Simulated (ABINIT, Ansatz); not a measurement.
# BAs (F-43m): the LO frequency by hand

Aim: work out the LO frequency and the static dielectric constant of BAs (F-43m) from one linear-response run, then check them.

Method: DFT LDA, scalar-relativistic, plane waves, PseudoDojo norm-conserving pseudopotentials, in ABINIT 10.8.3.

## Step 1: The relaxed structure

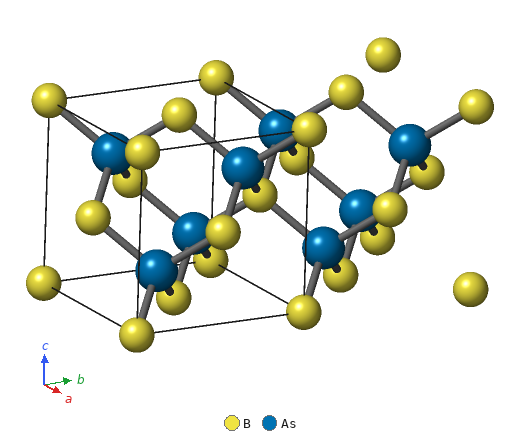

The cell as given, slightly off an axis (boron yellow, arsenic blue). 1×2×1 cells are drawn. This picture shows the conventional cell, with its axes. Bonds to atoms that aren't drawn are left out. Some periodic images of atoms are drawn too.

Coordinates:

```
B As
1.0
     0.00000    2.36605    2.36605
     2.36605    0.00000    2.36605
     2.36605    2.36605    0.00000
B As
1 1
Cartesian
  0.0000 0.0000 0.0000
  1.1830 1.1830 1.1830
```

This is the cell after its relaxation at this level of theory, not the database cell from which that began.

## Step 2: What the response run gave

A linear-response run on the relaxed cell, with the response to an electric field; only its zone-centre results are used. Cutoff 42 Ha, k mesh 8×8×8 with shifts.

Numbers of over 12 decimals in the logs are rounded to 6 here.

The program printed:

```text
[banners, grids, parts of the stress and lines that vanish by symmetry left out]
- input  file    -> dfpt_gamma.abi
- output file    -> dfpt_gamma.abo
- root for input  files -> dfpt_gammai
[...]
DATASET    1 : space group F-4 3 m (#216); Bravais cF (face-center cubic)
[...]
nfft =       64000          nkpt =        1024
[...]
DATASET    2 : space group F-4 3 m (#216); Bravais cF (face-center cubic)
[...]
nfft =       64000          nkpt =        1024
[...]
== DATASET  1 ==================================================================
[...]
cutoff_energies: {ecut:  42.0, pawecutdg:  -1.0, }
[...]
- 33.00000  15.00000  180309                  znucl, zion, pspdat
[...]
Perturbation : derivative vs k along direction   1
[...]
-ETOT  1  -60.893208335076     -6.089E+01 2.308E+00 0.000E+00
 ETOT  2  -61.047047089056     -1.538E-01 1.238E-01 0.000E+00
 ETOT  3  -61.050039325242     -2.992E-03 2.978E-03 0.000E+00
 ETOT  4  -61.050137829260     -9.850E-05 1.009E-04 0.000E+00
 ETOT  5  -61.050141987792     -4.159E-06 1.334E-05 0.000E+00
[...]
At SCF step   19   max residual=  9.99E-21 < tolwfr=  1.00E-20 =>converged.
[...]
Perturbation : derivative vs k along direction   2
[...]
-ETOT  1  -60.893208334710     -6.089E+01 2.308E+00 0.000E+00
[...]
At SCF step   19   max residual=  9.99E-21 < tolwfr=  1.00E-20 =>converged.
[...]
Perturbation : derivative vs k along direction   3
[...]
-ETOT  1  -60.893208334343     -6.089E+01 2.308E+00 0.000E+00
[...]
At SCF step   19   max residual=  9.99E-21 < tolwfr=  1.00E-20 =>converged.
[...]
1        1       1.4374100533   -0.0000000000
     1        2       0.7187050267   -0.0000000000
     1        3       0.7187050267    0.0000000000
     2        1       0.7187050267   -0.0000000000
     2        2       1.4374100533   -0.0000000000
     2        3       0.7187050267   -0.0000000000
     3        1       0.7187050267    0.0000000000
     3        2       0.7187050267   -0.0000000000
     3        3       1.4374100533   -0.0000000000
[...]
== DATASET  2 ==================================================================
[...]
cutoff_energies: {ecut:  42.0, pawecutdg:  -1.0, }
[...]
Perturbation : displacement of atom   1   along direction   1
[...]
-ETOT  1   7.832477     -2.370E+02 1.122E+00 2.257E+03
[...]
At SCF step    9       vres2   =  2.16E-11 < tolvrs=  1.00E-10 =>converged.
[...]
At SCF step    9       vres2   =  7.58E-11 < tolvrs=  1.00E-10 =>converged.
[...]
-ETOT  1   4.381996     -1.372E+02 3.227E+00 1.531E+04
[...]
ETOT  8   1.076420     -1.471E-09 3.349E-09 1.594E-08
 ETOT  9   1.076420     -6.892E-11 1.832E-10 7.835E-11
 At SCF step    9       vres2   =  7.83E-11 < tolvrs=  1.00E-10 =>converged.
[...]
Dielectric tensor, in cartesian coordinates,
[...]
1    4   1    4         9.6011285363        -0.0000000000
   1    4   2    4         0.0000000000        -0.0000000000
   1    4   3    4         0.0000000000        -0.0000000000
   2    4   1    4        -0.0000000000        -0.0000000000
   2    4   2    4         9.6011285363        -0.0000000000
   2    4   3    4        -0.0000000000        -0.0000000000
   3    4   1    4        -0.0000000000        -0.0000000000
   3    4   2    4         0.0000000000        -0.0000000000
   3    4   3    4         9.6011285363        -0.0000000000
  Effective charges, in cartesian coordinates,
[...]
1    1   1    4        -0.5381307051         0.0000000000
   2    1   1    4         0.0000000000         0.0000000000
   3    1   1    4        -0.0000000000         0.0000000000
   1    2   1    4         0.5381576333         0.0000000000
   2    2   1    4         0.0000000000         0.0000000000
[...]
Effective charges, in cartesian coordinates,
[...]
Rigid-atom elastic tensor , in cartesian coordinates,
[...]
Rigid-atom proper piezoelectric tensor, in cartesian coordinates,
[...]
2    4   2    6         0.0001021413         0.0000000000
   2    4   3    6         0.0000000000         0.0000000000
   3    4   1    5        -0.0000000000         0.0000000000
   3    4   2    5         0.0000000000         0.0000000000
   3    4   3    5         0.0000000000         0.0000000000
   3    4   1    6         0.0000000000         0.0000000000
   3    4   2    6        -0.0000000000         0.0000000000
   3    4   3    6         0.0001021409         0.0000000000
  Phonon wavevector (reduced coordinates) :  0.00000  0.00000  0.00000
 Phonon energies in Hartree :
[...]
Phonon frequencies in cm-1    :
-  1.287632E+00  1.287632E+00  1.287632E+00  7.003992E+02  7.003992E+02
-  7.003992E+02
  Phonon at Gamma, with non-analyticity in the
[...]
Phonon energies in Hartree :
[...]
Phonon frequencies in cm-1    :
-  1.287632E+00  1.287632E+00  1.287632E+00  7.003992E+02  7.003992E+02
-  7.046197E+02
  Phonon at Gamma, with non-analyticity in the
[...]
Phonon energies in Hartree :
[...]
Phonon frequencies in cm-1    :
-  1.287632E+00  1.287632E+00  1.287632E+00  7.003992E+02  7.003992E+02
-  7.046197E+02
  Phonon at Gamma, with non-analyticity in the
[...]
Phonon energies in Hartree :
[...]
Phonon frequencies in cm-1    :
-  1.287632E+00  1.287632E+00  1.287632E+00  7.003992E+02  7.003992E+02
-  7.046197E+02
[...]
fcart2     0.0000000000E+00  0.0000000000E+00  0.0000000000E+00
           strten2     0.0000000000E+00  0.0000000000E+00  0.0000000000E+00
================================================================================
```

```tsv
quantity	value
cell volume Ω (Å³)	26.491
mass of B (u)	10.810
mass of As (u)	74.922
Born charge of B, raw (e)	-0.538
Born charge of As, raw (e)	0.538
ε∞	9.601
ω(TO) after the sum rule (cm⁻¹)	700.4
```

## Step 3: The calculation

The charges must sum to zero over the cell; taking off their mean, 0.000 e, leaves Z* = -0.538 e on B. In the polar mode B moves against As, so the reduced mass is μ = 10.81 × 74.92 / 85.73 = 9.447 u.

A longitudinal wave builds up a field that adds to the restoring force: ω(LO)² = ω(TO)² + 4π Z*² / (μ Ω ε∞), in Hartree atomic units. With μ = 17221 electron masses and Ω = 178.77 bohr³ the second term is 1.2312e-07 Ha², or 5931 cm⁻² (1 Ha = 219474.6 cm⁻¹).

So ω(LO) = √(490560 + 5931) = 704.6 cm⁻¹, and by the Lyddane-Sachs-Teller relation ε₀ = ε∞ (ω(LO)/ω(TO))² = 9.72.

## Step 4: Check against the program

The analysis program adds the same non-analytic term to the full matrix.

The program printed:

```text
[banners, grids, parts of the stress and lines that vanish by symmetry left out]
-outvars_anaddb: echo values of input variables ----------------------

 Flags :
[...]
Dielectric Tensor and Effective Charges
[...]
Effective charge tensors after
[...]
Phonon wavevector (reduced coordinates) :  0.00000  0.00000  0.00000
 Phonon energies in Hartree :
[...]
Phonon energies in meV     :
-  0.000000E+00  0.000000E+00  0.000000E+00  8.683841E+01  8.683841E+01
-  8.683841E+01
 Phonon frequencies in cm-1    :
-  0.000000E+00  0.000000E+00  0.000000E+00  7.003991E+02  7.003991E+02
-  7.003991E+02
 Phonon frequencies in Thz     :
-  0.000000E+00  0.000000E+00  0.000000E+00  2.099744E+01  2.099744E+01
-  2.099744E+01
 Phonon energies in Kelvin  :
-  0.000000E+00  0.000000E+00  0.000000E+00  1.007718E+03  1.007718E+03
-  1.007718E+03
[...]
-  1  0.00000000E+00  2.29306287E-07 -2.52957062E-03
-     0.00000000E+00  0.00000000E+00  0.00000000E+00
-  2  0.00000000E+00  2.29306388E-07 -2.52957173E-03
-     0.00000000E+00  0.00000000E+00  0.00000000E+00
[...]
-  1  2.58438686E-07 -2.52957061E-03 -2.29306288E-07
-     0.00000000E+00  0.00000000E+00  0.00000000E+00
-  2  2.58438799E-07 -2.52957172E-03 -2.29306388E-07
-     0.00000000E+00  0.00000000E+00  0.00000000E+00
[...]
-  1  2.52957062E-03  2.58438687E-07  0.00000000E+00
-     0.00000000E+00  0.00000000E+00  0.00000000E+00
-  2  2.52957173E-03  2.58438800E-07  0.00000000E+00
-     0.00000000E+00  0.00000000E+00  0.00000000E+00
[...]
-  1  2.21838516E-07 -1.25582630E-06  6.65913090E-03
-     0.00000000E+00  0.00000000E+00  0.00000000E+00
-  2  0.00000000E+00  1.81212547E-07 -9.60895686E-04
-     0.00000000E+00  0.00000000E+00  0.00000000E+00
[...]
-  1  3.18422301E-07  6.65913090E-03  1.25581569E-06
-     0.00000000E+00  0.00000000E+00  0.00000000E+00
-  2  0.00000000E+00 -9.60895685E-04 -1.81211016E-07
-     0.00000000E+00  0.00000000E+00  0.00000000E+00
[...]
-  1  6.65913101E-03 -3.18380459E-07 -2.21898562E-07
-     0.00000000E+00  0.00000000E+00  0.00000000E+00
-  2 -9.60895702E-04  0.00000000E+00  0.00000000E+00
-     0.00000000E+00  0.00000000E+00  0.00000000E+00
[...]
-     1         -0.000000     0.000000    -0.000000     0.000000
-     2          0.000000    -0.000000    -0.000000     0.000000
-     3          0.000000     0.000000     0.000000     0.000000
-     4         -0.000020     0.000115    -0.609484     0.609484
-     5         -0.000029    -0.609484    -0.000115     0.609484
-     6         -0.609484     0.000029     0.000020     0.609484
[...]
-   1     Real    0.0000E+00  0.0000E+00  0.0000E+00  0.0000E+00  0.0000E+00  0.0000E+00  0.0000E+00
[...]
-     0.00000000E+00  0.00000000E+00  0.00000000E+00
-  2  0.00000000E+00  2.29688819E-07 -2.52957173E-03
-     0.00000000E+00  0.00000000E+00  0.00000000E+00
[...]
Phonon at Gamma, with non-analyticity in the
[...]
Phonon energies in Hartree :
[...]
Phonon energies in meV     :
-  0.000000E+00  0.000000E+00  0.000000E+00  8.683841E+01  8.683841E+01
-  8.736172E+01
 Phonon frequencies in cm-1    :
-  0.000000E+00  0.000000E+00  0.000000E+00  7.003991E+02  7.003991E+02
-  7.046198E+02
 Phonon frequencies in Thz     :
-  0.000000E+00  0.000000E+00  0.000000E+00  2.099744E+01  2.099744E+01
-  2.112397E+01
 Phonon energies in Kelvin  :
-  0.000000E+00  0.000000E+00  0.000000E+00  1.007718E+03  1.007718E+03
-  1.013791E+03
[...]
Phonon at Gamma, with non-analyticity in the
[...]
Phonon energies in Hartree :
[...]
Phonon energies in meV     :
-  0.000000E+00  0.000000E+00  0.000000E+00  8.683841E+01  8.683841E+01
-  8.736172E+01
 Phonon frequencies in cm-1    :
-  0.000000E+00  0.000000E+00  0.000000E+00  7.003991E+02  7.003991E+02
-  7.046198E+02
 Phonon frequencies in Thz     :
-  0.000000E+00  0.000000E+00  0.000000E+00  2.099744E+01  2.099744E+01
-  2.112397E+01
 Phonon energies in Kelvin  :
-  0.000000E+00  0.000000E+00  0.000000E+00  1.007718E+03  1.007718E+03
-  1.013791E+03
[...]
-  1  5.26472412E-07 -2.52957058E-03  0.00000000E+00
-     0.00000000E+00  0.00000000E+00  0.00000000E+00
-  2  5.26477061E-07 -2.52957169E-03  0.00000000E+00
-     0.00000000E+00  0.00000000E+00  0.00000000E+00
[...]
-  1  2.52957056E-03  5.26470939E-07  2.95929683E-07
-     0.00000000E+00  0.00000000E+00  0.00000000E+00
-  2  2.52957167E-03  5.26466750E-07  2.95925393E-07
-     0.00000000E+00  0.00000000E+00  0.00000000E+00
[...]
-  1  1.20655023E-03  3.98804174E-03 -5.19459196E-03
-     0.00000000E+00  0.00000000E+00  0.00000000E+00
-  2 -1.74102135E-04 -5.75464299E-04  7.49566434E-04
-     0.00000000E+00  0.00000000E+00  0.00000000E+00
[...]
-  1  5.30159604E-03 -3.69570117E-03 -1.60589487E-03
-     0.00000000E+00  0.00000000E+00  0.00000000E+00
-  2 -7.65006851E-04  5.33280297E-04  2.31726554E-04
-     0.00000000E+00  0.00000000E+00  0.00000000E+00
[...]
Direction                     Dielectric constant
[...]
Elastic Tensor (clamped ion) (unit:10^2GP):
[...]
Elastic Tensor (relaxed ion) (unit:10^2GP):
[...]
Calculation of the tensor related to piezoelectric effetc
[...]
Proper piezoelectric constants (clamped ion) (unit:c/m^2)
[...]
Increase cutoff energy or k-points sampling.
[...]
Proper piezoelectric constants (relaxed ion) (unit:c/m^2)
[...]
0.00000000     -0.14122770      0.00000000
      0.00000000     -0.00000000     -0.14122776
-
```

```tsv
quantity	by hand	program
ω(LO) (cm⁻¹)	704.6	704.6
ε₀	9.72	9.72
```

## Step 5: Summary of results

- TO mode: 700.4 cm⁻¹
- LO mode: 704.6 cm⁻¹
- static dielectric constant: 9.717

The LO mode of BAs (F-43m) lies at 705 cm⁻¹, 4 cm⁻¹ above the TO mode; the formula meets the program within 0.1 cm⁻¹, as it must for a cubic crystal with one polar mode. ω(LO)² − ω(TO)² goes with Z*²/ε∞: an error of 5 % in ε∞ would move the LO mode by 0.2 cm⁻¹, and semilocal functionals tend to overestimate ε∞. These are harmonic values at zero temperature, at the volume of this functional, for the structure held cubic; stability elsewhere in the zone is no part of this calculation.

[Host names and launcher messages were left out of these logs when they were recorded.]

[Logs are printed without paths, hosts, clocks, repeated set-up lines and the standing remarks that a program may print on its own settings, such as how far it seeks lower states.]

[Hosts, paths, dates, database ids (printed as entryN), source tags and the programs' standing remarks are cut or masked in the printed files.]
